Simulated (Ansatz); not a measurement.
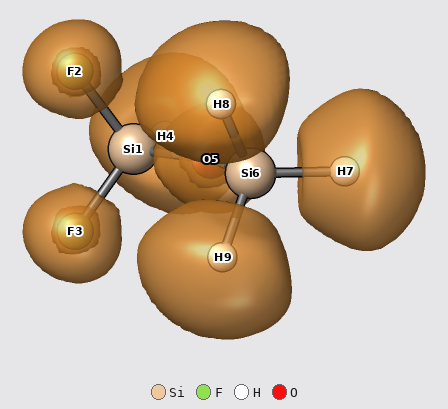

Figure 1: F₂H₄OSi₂. Isosurface of the ELF at 0.75 (orange), seen at an oblique angle. Core shells and regions of very low density are left out.

The product side of a reaction path; geometry: PBE0-D4/def2-TZVP.

Level of theory: RKS PBE0-D4/def2-TZVPP in Ansatz.

Input file:

```
crystal:
  periodic: [false, false, false]
  atoms:
    - {symbol: Si, position_ang: [-1.271152, -0.908855, 0.007704]}
    - {symbol: F, position_ang: [-1.080780, -1.702421, 1.362828]}
    - {symbol: F, position_ang: [-0.937815, -1.921606, -1.160881]}
    - {symbol: H, position_ang: [-2.662980, -0.470523, -0.108771]}
    - {symbol: O, position_ang: [-0.268610, 0.336343, -0.044702]}
    - {symbol: Si, position_ang: [1.230631, 1.012781, -0.018980]}
    - {symbol: H, position_ang: [1.062220, 2.479146, -0.143254]}
    - {symbol: H, position_ang: [1.900773, 0.682807, 1.262077]}
    - {symbol: H, position_ang: [2.027613, 0.492528, -1.156121]}
basis:
  gaussian: {orbitals: def2-TZVPP}
hamiltonian: {xc: pbe0, dispersion: d4}
output: {orbitals: {seedname: orbitals}}
```

Command:

```sh
ansatz run in.yaml --threads 4 --pin off --events-out ev --progress --plain --max-ram 9574MiB
```

**What do the ELF domains correspond to?**

The ELF exceeds this value in four regions around hydrogen nuclei, one region on O in which the atom's valence shell and bonds are merged and two regions wrapped around F (its lone pairs, merged into a ring or cap).

Values along the shortest contacts:
Si–F (1.58 Å): the ELF peaks at about 0.85 in the valence shell of F, 0.6 Å from its nucleus, and is about 0.50 at the midpoint. Si–O (1.60 Å): the ELF peaks at about 0.85 between the atoms: a short, strongly polar bond.
